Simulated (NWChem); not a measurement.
# SiH2SF (SMILES F[SiH2][S]) at UHF/jorge-DZP

What is the vertical ionisation energy of SiH2SF at UHF/jorge-DZP? 

The results are computed with NWChem 7.3.0.

1 further run of the same task is left out (set aside as unsound or not needed).

## (1) The molecule

SiH2SF has 5 atoms, charge 0, and is taken as a doublet. As SMILES, `F[SiH2][S]`. Geometry: relaxed at PBE0-D4/def2-TZVP.

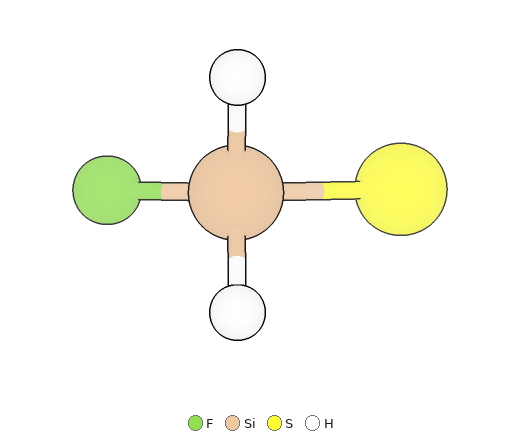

The structure, seen from a chosen angle (fluorine green, silicon light orange, sulfur yellow, hydrogen white).

## (2) A single-point energy at UHF/jorge-DZP

File input.nw:

```
start input
memory 2200 mb
geometry noautosym nocenter noautoz
  F    -0.324300   -0.023300    1.585400
  Si    0.086000   -0.081000    0.044500
  S    -1.148000    1.061300   -1.211000
  H    -0.023500   -1.493100   -0.391000
  H     1.459700    0.462600   -0.069300
end
basis spherical bse
  * library jorge-DZP
end
scf
  doublet
  uhf
  thresh 1e-08
  maxiter 80
  noprint "final vectors analysis"
end
task scf energy
```

The run is started by

```sh
nwchem input.nw > input.out
```

Output:

```text
[...]
  functions       =    73
[...]
  wavefunction    = UHF
[...]
         Total SCF energy =   -787.146062295792
      One electron energy =  -1375.283177446434
      Two electron energy =    445.493403081947
 Nuclear repulsion energy =    142.643712068695
                       Sz =      0.5000
                 Sz(Sz+1) =      0.7500
                      S^2 =      0.7587
[...]
```

Wall time 13 s (1 thread of AMD EPYC 9R45 (Zen 5), shared host); peak memory 0.099 GiB.

## (3) The singlet cation at the same level

File input.nw:

```
start input
title "FH2SSi"
memory total 2200 mb
charge 1
geometry units angstroms noautosym nocenter noautoz
  F       -0.324300      -0.023300       1.585400
  Si       0.086000      -0.081000       0.044500
  S       -1.148000       1.061300      -1.211000
  H       -0.023500      -1.493100      -0.391000
  H        1.459700       0.462600      -0.069300
end
basis spherical bse
  * library jorge-DZP
end
scf
  thresh 1e-08
  maxiter 80
  print low
end
task scf energy
```

The run is started by

```sh
nwchem input.nw > input.out
```

Output:

```text
[...]
  functions       =    73
[...]
  wavefunction    = RHF
[...]
         Total SCF energy =   -786.726870770593
      One-electron energy =  -1364.332961356815
      Two-electron energy =    434.962378517527
 Nuclear repulsion energy =    142.643712068695
        Time for solution =      5.3s
 Task  times  cpu:        5.5s     wall:        5.5s
[...]
```

Wall time 6 s (1 thread of AMD EPYC 9R45 (Zen 5), shared host); peak memory 0.099 GiB.

## (4) Outcome

At UHF/jorge-DZP:

```
                                          quantity          value
                      doublet SiH2SF: total energy  -787.14606 Eh
                     doublet SiH2SF: dipole moment         1.46 D
                              doublet SiH2SF: ⟨S²⟩          0.759
                      singlet cation: total energy  -786.72687 Eh
vertical ionisation energy (to the singlet cation)      11.407 eV
```

The vertical ionisation energy comes to 11.41 eV (263 kcal/mol). Only the singlet of the ionised species was computed; a triplet could lie lower.
